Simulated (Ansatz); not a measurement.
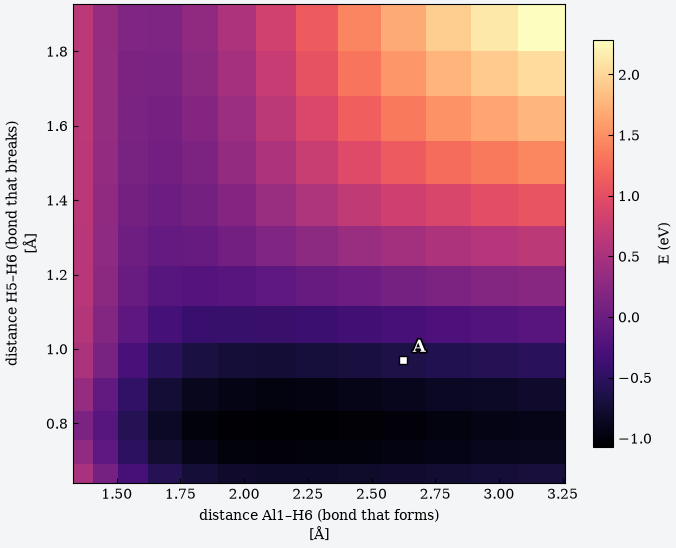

The reacting system AlClH4 (fragments AlClH₂ + H₂ where the first distance is long, AlClH₄ where the second is long). 
- First axis: distance Al1–H6 (bond that forms). Second axis: distance H5–H6 (bond that breaks).
- Relaxed at each point: all other coordinates.
- The scan uses a 13 × 13 grid.
- Points are written as (first, second).
- All energies are given in eV relative to a guessed transition structure relaxed with its forming and breaking bonds held.
- Energies and slopes of some neighbouring points disagree (a jump in structure or state, or too coarse a mesh). The reference is spin-restricted, so regions where a bond is pulled apart into radicals lie too high.
- The calculation used RKS SPW92 (LDA)/def2-TZVP in Ansatz 0.2.0.

The picture shows one coloured cell a grid point, the point A.

Q: Which way does the force act at A, and how strong is it?

A: A, at (2.624 Å, 0.970 Å), is not a stationary point. The computed force is 0.23 eV for each Å towards smaller values of the first coordinate and 3.2 eV for each Å towards smaller values of the second coordinate.
